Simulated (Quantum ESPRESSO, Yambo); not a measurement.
# SiC (P6_3mc): G0W0 with Yambo, start to end, part 2 of 3

How does a plane-wave GW calculation on SiC (P6_3mc) run from the first input to the gap?

Quantum ESPRESSO 7.5 and Yambo 5.3.0; PBE and many-body steps on it, plane waves. Known limits of the many-body steps: not at the basis limit; coarse k mesh.

So far. Step 2 (Ground state): The gap is indirect, with the least direct gap 1.10 eV higher.

### 3. Bands along the symmetry lines

Level of this step: DFT, PBE, plane waves, norm-conserving pseudopotentials (Quantum ESPRESSO).

Levels along a band path, at the cheap level, show where the edges lie and whether the meshes to come will hold them.

File pw.in:

```
&control
  calculation = 'bands'
  prefix = 'x'
  outdir = 'o'
  pseudo_dir = 'pseudo'
/
&system
  ibrav = 0
  nat = 12
  ntyp = 2
  ecutwfc = 74.0
  nbnd = 30
  force_symmorphic = .true.
/
&electrons
  conv_thr = 1e-9
  electron_maxstep = 80
  diago_full_acc = .true.
  diago_thr_init = 5e-6
/
ATOMIC_SPECIES
  Si 28.085 Si.upf
  C 12.011 C.upf
CELL_PARAMETERS angstrom
  3.0766210102 -0.0000000000 0.0000000000
  -1.5383105051 2.6644319527 0.0000000000
  0.0000000000 0.0000000000 15.0980843200
ATOMIC_POSITIONS crystal
  Si 0.3333333333 0.6666666667 0.8329861500
  Si 0.6666666667 0.3333333333 0.3329861500
  Si 0.6666666667 0.3333333333 0.6665006000
  Si 0.3333333333 0.6666666667 0.1665006000
  Si 0.0000000000 0.0000000000 0.4997294200
  Si 0.0000000000 0.0000000000 0.9997294200
  C 0.0000000000 0.0000000000 0.8743664100
  C 0.0000000000 0.0000000000 0.3743664100
  C 0.3333333333 0.6666666667 0.7079967800
  C 0.6666666667 0.3333333333 0.2079967800
  C 0.6666666667 0.3333333333 0.5415216400
  C 0.3333333333 0.6666666667 0.0415216400
K_POINTS crystal
  75
  0.00000000 0.00000000 0.00000000 1
  0.06250000 0.00000000 0.00000000 1
  0.12500000 0.00000000 0.00000000 1
  0.18750000 0.00000000 0.00000000 1
  0.25000000 0.00000000 0.00000000 1
  0.31250000 0.00000000 0.00000000 1
  0.37500000 0.00000000 0.00000000 1
  0.43750000 0.00000000 0.00000000 1
  0.50000000 0.00000000 0.00000000 1
  0.47916667 0.04166667 0.00000000 1
  0.45833333 0.08333333 0.00000000 1
  0.43750000 0.12500000 0.00000000 1
  0.41666666 0.16666666 0.00000000 1
  0.39583333 0.20833333 0.00000000 1
  0.37500000 0.25000000 0.00000000 1
  0.35416666 0.29166666 0.00000000 1
  0.33333333 0.33333333 0.00000000 1
  0.29166666 0.29166666 0.00000000 1
  0.25000000 0.25000000 0.00000000 1
  0.20833333 0.20833333 0.00000000 1
  0.16666666 0.16666666 0.00000000 1
  0.12500000 0.12500000 0.00000000 1
  0.08333333 0.08333333 0.00000000 1
  0.04166667 0.04166667 0.00000000 1
  0.00000000 0.00000000 0.00000000 1
  0.00000000 0.00000000 0.06250000 1
  0.00000000 0.00000000 0.12500000 1
  0.00000000 0.00000000 0.18750000 1
  0.00000000 0.00000000 0.25000000 1
  0.00000000 0.00000000 0.31250000 1
  0.00000000 0.00000000 0.37500000 1
  0.00000000 0.00000000 0.43750000 1
  0.00000000 0.00000000 0.50000000 1
  0.06250000 0.00000000 0.50000000 1
  0.12500000 0.00000000 0.50000000 1
  0.18750000 0.00000000 0.50000000 1
  0.25000000 0.00000000 0.50000000 1
  0.31250000 0.00000000 0.50000000 1
  0.37500000 0.00000000 0.50000000 1
  0.43750000 0.00000000 0.50000000 1
  0.50000000 0.00000000 0.50000000 1
  0.47916667 0.04166667 0.50000000 1
  0.45833333 0.08333333 0.50000000 1
  0.43750000 0.12500000 0.50000000 1
  0.41666666 0.16666666 0.50000000 1
  0.39583333 0.20833333 0.50000000 1
  0.37500000 0.25000000 0.50000000 1
  0.35416666 0.29166666 0.50000000 1
  0.33333333 0.33333333 0.50000000 1
  0.29166666 0.29166666 0.50000000 1
  0.25000000 0.25000000 0.50000000 1
  0.20833333 0.20833333 0.50000000 1
  0.16666666 0.16666666 0.50000000 1
  0.12500000 0.12500000 0.50000000 1
  0.08333333 0.08333333 0.50000000 1
  0.04166667 0.04166667 0.50000000 1
  0.00000000 0.00000000 0.50000000 1
  0.50000000 0.00000000 0.50000000 1
  0.50000000 0.00000000 0.43750000 1
  0.50000000 0.00000000 0.37500000 1
  0.50000000 0.00000000 0.31250000 1
  0.50000000 0.00000000 0.25000000 1
  0.50000000 0.00000000 0.18750000 1
  0.50000000 0.00000000 0.12500000 1
  0.50000000 0.00000000 0.06250000 1
  0.50000000 0.00000000 0.00000000 1
  0.33333333 0.33333333 0.50000000 1
  0.33333333 0.33333333 0.43750000 1
  0.33333333 0.33333333 0.37500000 1
  0.33333333 0.33333333 0.31250000 1
  0.33333333 0.33333333 0.25000000 1
  0.33333333 0.33333333 0.18750000 1
  0.33333333 0.33333333 0.12500000 1
  0.33333333 0.33333333 0.06250000 1
  0.33333333 0.33333333 0.00000000 1
```

Launch:

```bash
$ OMP_NUM_THREADS=1 mpirun -n 4 pw.x -nk 4 -in pw.in > pw.out
```

The log of the run:

```text
[banner, memory and clock lines left out]
Program PWSCF v.7.5 starts

     Atomic positions and unit cell read from directory:
     o/x.save/

     Message from routine setup:
     using ibrav=0 with symmetry is DISCOURAGED, use correct ibrav instead

     G-vector sticks info

     bravais-lattice index     =            0
     lattice parameter (alat)  =       5.8140  a.u.
     unit-cell volume          =     835.2127 (a.u.)^3
     number of atoms/cell      =           12
     number of atomic types    =            2
     number of electrons       =        48.00
     number of Kohn-Sham states=           30
     kinetic-energy cutoff     =      74.0000  Ry
     charge density cutoff     =     296.0000  Ry
     Exchange-correlation= PBE
                           (   1   4   3   4   0   0   0)

     celldm(1)=   5.813971  celldm(2)=   0.000000  celldm(3)=   0.000000
     celldm(4)=   0.000000  celldm(5)=   0.000000  celldm(6)=   0.000000

     crystal axes: (cart. coord. in units of alat)
               a(1) = (   1.000000  -0.000000   0.000000 )
               a(2) = (  -0.500000   0.866025   0.000000 )
               a(3) = (   0.000000   0.000000   4.907359 )

     reciprocal axes: (cart. coord. in units 2 pi/alat)
               b(1) = (  1.000000  0.577350 -0.000000 )
               b(2) = (  0.000000  1.154701 -0.000000 )
               b(3) = ( -0.000000 -0.000000  0.203776 )
     Pseudo is Norm-conserving + core correction, Zval =  4.0
     Generated using ONCVPSP code by D. R. Hamann
     Using radial grid of 1510 points,  6 beta functions with:
     Pseudo is Norm-conserving + core correction, Zval =  4.0
     Generated using ONCVPSP code by D. R. Hamann
     Using radial grid of 1248 points,  4 beta functions with:
     Si                4.00    28.08500     Si( 1.00)
     C                 4.00    12.01100     C ( 1.00)

      6 Sym. Ops. (no inversion) found

   Cartesian axes

     site n.     atom                  positions (alat units)
         1        Si     tau(   1) = (  -0.0000000   0.5773503   4.0877622  )
         2        Si     tau(   2) = (   0.5000000   0.2886751   1.6340826  )
         3        Si     tau(   3) = (   0.5000000   0.2886751   3.2707578  )
         4        Si     tau(   4) = (  -0.0000000   0.5773503   0.8170782  )
         5        Si     tau(   5) = (   0.0000000   0.0000000   2.4523518  )
         6        Si     tau(   6) = (   0.0000000   0.0000000   4.9060313  )
         7        C      tau(   7) = (   0.0000000   0.0000000   4.2908300  )
         8        C      tau(   8) = (   0.0000000   0.0000000   1.8371504  )
         9        C      tau(   9) = (  -0.0000000   0.5773503   3.4743945  )
        10        C      tau(  10) = (   0.5000000   0.2886751   1.0207149  )
        11        C      tau(  11) = (   0.5000000   0.2886751   2.6574412  )
        12        C      tau(  12) = (  -0.0000000   0.5773503   0.2037616  )

     number of k points=    75
                       cart. coord. in units 2pi/alat
        k(    1) = (   0.0000000   0.0000000   0.0000000), wk =   0.0266667
        k(    2) = (   0.0625000   0.0360844   0.0000000), wk =   0.0266667
        k(    3) = (   0.1250000   0.0721688   0.0000000), wk =   0.0266667
[...]
[... 63 further rows ...]
        k(   74) = (   0.3333333   0.5773503   0.0127360), wk =   0.0266667
        k(   75) = (   0.3333333   0.5773503   0.0000000), wk =   0.0266667

     Dense  grid:    71833 G-vectors     FFT dimensions: (  32,  32, 160)

     The potential is recalculated from file :
     o/x.save/charge-density

     Starting wfcs are   48 randomized atomic wfcs

     Band Structure Calculation

     End of band structure calculation

          k = 0.0000 0.0000 0.0000 (  8941 PWs)   bands (ev):

    -5.9044  -5.3824  -5.3456  -3.8489  -3.8192  -2.3274   0.9710   3.3230
     3.3625   7.1497   7.1775   8.4354   8.4354   8.6224   8.6224   8.7319
     8.7319   9.2006   9.2006   9.2818   9.2818   9.5475   9.5842   9.5842
    14.7869  14.9569  15.3681  15.8793  15.9144  16.2796

          k = 0.0625 0.0361 0.0000 (  8891 PWs)   bands (ev):

[...]
15.0145  15.1903  15.5170  16.0004  16.0489  16.2753

          k = 0.1250 0.0722 0.0000 (  8906 PWs)   bands (ev):

[...]
14.8469  15.1829  15.2529  15.8733  16.1124  16.2845

[...]
k = 0.3333 0.5774 0.0127 (  9057 PWs)   bands (ev):

[...]
13.0808  13.0808  13.3737  14.6515  15.7441  15.7441

          k = 0.3333 0.5774 0.0000 (  9054 PWs)   bands (ev):

[...]
2.1329   2.4641   2.7966   2.7966   3.5555   3.5556   3.8955   4.8062
     5.0085   5.0085   6.2131   6.2131   6.4202   7.3633   7.5070   7.5070
    13.0746  13.0746  13.3633  14.6688  15.8028  15.8028

     XML data file, pseudopotentials, collected wavefunctions
```

Run time: 33 s. Hardware: 4 MPI ranks of Arm Neoverse V2, shared host; peak memory 0.41 GiB.

This step gave:

```yaml
gap: 2.022 eV
k_of_the_valence_top: 0, 0, 0
k_of_the_conduction_bottom: 0.5, 0, 0.1875
least_direct_gap: 3.130 eV
```

The gap is 2.022 eV, −0.004 eV from the run before at this level.

Electronic bands along the path, in eV, zero at the top of the highest filled band:

```csv
point,band 21,band 22,band 23,band 24,band 25,band 26,band 27,band 28
Γ,-0.30,-0.04,0.00,0.00,5.20,5.37,5.78,6.30
M,-1.82,-1.79,-1.67,-1.10,2.03,2.22,3.22,3.90
K,-3.16,-2.22,-2.08,-2.08,3.49,3.49,3.78,5.08
Γ,-0.30,-0.04,0.00,0.00,5.20,5.37,5.78,6.29
A,-0.10,-0.10,-0.10,-0.10,5.27,5.27,6.02,6.02
L,-1.72,-1.72,-1.31,-1.31,2.07,2.07,3.44,3.44
H,-2.64,-2.64,-2.27,-2.27,3.68,3.68,4.35,4.35
A,-0.10,-0.10,-0.10,-0.10,5.27,5.27,6.02,6.02
jump to L,-1.72,-1.72,-1.31,-1.31,2.07,2.07,3.44,3.44
M,-1.82,-1.79,-1.67,-1.10,2.03,2.22,3.22,3.90
jump to H,-2.64,-2.64,-2.27,-2.27,3.68,3.68,4.35,4.35
K,-3.16,-2.22,-2.08,-2.08,3.49,3.49,3.78,5.08
```

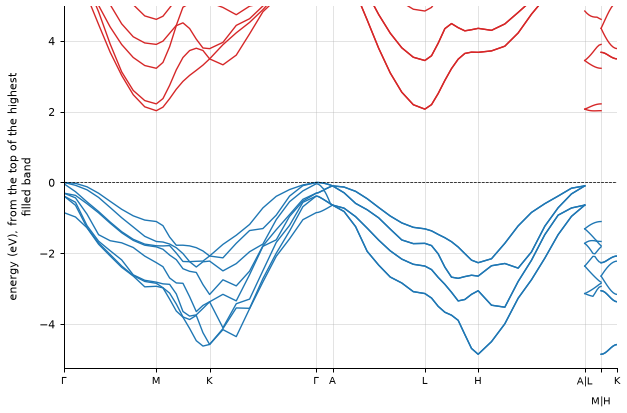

Electronic bands along the path; lines of filled and empty bands in two colours.

### 4. Empty states on the mesh, 6×6×1 mesh, 206 bands

The sums over transitions need many empty states on a uniform mesh; this step solves for them.

File pw.in:

```
&control
  calculation = 'nscf'
  prefix = 'x'
  outdir = 'o'
  pseudo_dir = 'pseudo'
/
&system
  ibrav = 0
  nat = 12
  ntyp = 2
  ecutwfc = 74.0
  nbnd = 206
  force_symmorphic = .true.
/
&electrons
  conv_thr = 1e-9
  electron_maxstep = 80
  diago_full_acc = .true.
  diago_thr_init = 5e-6
/
ATOMIC_SPECIES
  Si 28.085 Si.upf
  C 12.011 C.upf
CELL_PARAMETERS angstrom
  3.0766210102 -0.0000000000 0.0000000000
  -1.5383105051 2.6644319527 0.0000000000
  0.0000000000 0.0000000000 15.0980843200
ATOMIC_POSITIONS crystal
  Si 0.3333333333 0.6666666667 0.8329861500
  Si 0.6666666667 0.3333333333 0.3329861500
  Si 0.6666666667 0.3333333333 0.6665006000
  Si 0.3333333333 0.6666666667 0.1665006000
  Si 0.0000000000 0.0000000000 0.4997294200
  Si 0.0000000000 0.0000000000 0.9997294200
  C 0.0000000000 0.0000000000 0.8743664100
  C 0.0000000000 0.0000000000 0.3743664100
  C 0.3333333333 0.6666666667 0.7079967800
  C 0.6666666667 0.3333333333 0.2079967800
  C 0.6666666667 0.3333333333 0.5415216400
  C 0.3333333333 0.6666666667 0.0415216400
K_POINTS automatic
  6 6 1 0 0 0
```

The log of the run:

```text
[banner, memory and clock lines left out]
Program PWSCF v.7.5 starts

     Atomic positions and unit cell read from directory:
     o/x.save/

     Message from routine setup:
     using ibrav=0 with symmetry is DISCOURAGED, use correct ibrav instead

     G-vector sticks info

     bravais-lattice index     =            0
     lattice parameter (alat)  =       5.8140  a.u.
     unit-cell volume          =     835.2127 (a.u.)^3
     number of atoms/cell      =           12
     number of atomic types    =            2
     number of electrons       =        48.00
     number of Kohn-Sham states=          206
     kinetic-energy cutoff     =      74.0000  Ry
     charge density cutoff     =     296.0000  Ry
     Exchange-correlation= PBE
                           (   1   4   3   4   0   0   0)

     celldm(1)=   5.813971  celldm(2)=   0.000000  celldm(3)=   0.000000
     celldm(4)=   0.000000  celldm(5)=   0.000000  celldm(6)=   0.000000

     crystal axes: (cart. coord. in units of alat)
               a(1) = (   1.000000  -0.000000   0.000000 )
               a(2) = (  -0.500000   0.866025   0.000000 )
               a(3) = (   0.000000   0.000000   4.907359 )

     reciprocal axes: (cart. coord. in units 2 pi/alat)
               b(1) = (  1.000000  0.577350 -0.000000 )
               b(2) = (  0.000000  1.154701 -0.000000 )
               b(3) = ( -0.000000 -0.000000  0.203776 )
     Pseudo is Norm-conserving + core correction, Zval =  4.0
     Generated using ONCVPSP code by D. R. Hamann
     Using radial grid of 1510 points,  6 beta functions with:
     Pseudo is Norm-conserving + core correction, Zval =  4.0
     Generated using ONCVPSP code by D. R. Hamann
     Using radial grid of 1248 points,  4 beta functions with:
     Si                4.00    28.08500     Si( 1.00)
     C                 4.00    12.01100     C ( 1.00)

      6 Sym. Ops. (no inversion) found

   Cartesian axes

     site n.     atom                  positions (alat units)
         1        Si     tau(   1) = (  -0.0000000   0.5773503   4.0877622  )
         2        Si     tau(   2) = (   0.5000000   0.2886751   1.6340826  )
         3        Si     tau(   3) = (   0.5000000   0.2886751   3.2707578  )
         4        Si     tau(   4) = (  -0.0000000   0.5773503   0.8170782  )
         5        Si     tau(   5) = (   0.0000000   0.0000000   2.4523518  )
         6        Si     tau(   6) = (   0.0000000   0.0000000   4.9060313  )
         7        C      tau(   7) = (   0.0000000   0.0000000   4.2908300  )
         8        C      tau(   8) = (   0.0000000   0.0000000   1.8371504  )
         9        C      tau(   9) = (  -0.0000000   0.5773503   3.4743945  )
        10        C      tau(  10) = (   0.5000000   0.2886751   1.0207149  )
        11        C      tau(  11) = (   0.5000000   0.2886751   2.6574412  )
        12        C      tau(  12) = (  -0.0000000   0.5773503   0.2037616  )

     number of k points=     7
                       cart. coord. in units 2pi/alat
        k(    1) = (   0.0000000   0.0000000   0.0000000), wk =   0.0555556
        k(    2) = (   0.0000000   0.1924501   0.0000000), wk =   0.3333333
        k(    3) = (   0.0000000   0.3849002   0.0000000), wk =   0.3333333
        k(    4) = (   0.0000000  -0.5773503   0.0000000), wk =   0.1666667
        k(    5) = (   0.1666667   0.2886751   0.0000000), wk =   0.3333333
        k(    6) = (   0.1666667   0.4811252   0.0000000), wk =   0.6666667
        k(    7) = (   0.3333333   0.5773503   0.0000000), wk =   0.1111111

     Dense  grid:    71833 G-vectors     FFT dimensions: (  32,  32, 160)

     The potential is recalculated from file :
     o/x.save/charge-density

     Starting wfcs are   48 randomized atomic wfcs +  158 random wfcs

     Band Structure Calculation

     End of band structure calculation

          k = 0.0000 0.0000 0.0000 (  8941 PWs)   bands (ev):

    -5.9044  -5.3824  -5.3456  -3.8489  -3.8192  -2.3274   0.9710   3.3230
     3.3625   7.1497   7.1775   8.4354   8.4354   8.6224   8.6224   8.7319
     8.7319   9.2006   9.2006   9.2818   9.2818   9.5475   9.5842   9.5842
[...]
[... 14 further rows ...]
[...]
71.6388  71.9137  71.9787  73.1842  73.2831  73.6286

          k = 0.0000 0.1925 0.0000 (  8928 PWs)   bands (ev):

[...]
[... 14 further rows ...]
[...]
71.7116  71.9117  71.9381  71.9598  72.1666  72.4045

          k = 0.0000 0.3849 0.0000 (  8976 PWs)   bands (ev):

[...]
32.3197  32.3797  33.0699  33.2579  33.4779  33.7163  33.7714  34.1070
     [... 14 further rows ...]
    68.7419  69.0319  69.5537  70.1656  70.2280  70.3226  70.7908  71.0180
    71.1913  71.4431  71.7778  72.1117  72.6207  72.8406

          k = 0.0000-0.5774 0.0000 (  9006 PWs)   bands (ev):

     [... further k-points ...]

     highest occupied, lowest unoccupied level (ev):     9.5842   11.6109

     XML data file, pseudopotentials, collected wavefunctions
```

The job ended after 33 s (4 MPI ranks; peak memory 0.92 GiB).

Numbers from this step:

```
gap                                                           : 2.027 eV
k of the valence top                                          : 0, 0, 0
k of the conduction bottom                                    : 0, -0.5, 0
least direct gap                                              : 3.130 eV
k points computed                                             : 7
lowest point of the top converged band, above the valence top : 62.6751 eV
```

On this mesh the gap is 2.027 eV.

[end of part 2 of 3]

[Paths, hosts, dates, memory and timing lines, banners, echoed tables and standing remarks are left out of the program output.]

[Logs are printed without paths, hosts, clocks, repeated set-up lines and the standing remarks that a program may print on its own settings, such as how far it seeks lower states.]

[Runs of the session that timed out or met a known fault of the program may be left out.]

[Hosts, paths, dates, database ids (printed as entryN), source tags and the programs' standing remarks are cut or masked in the printed files.]
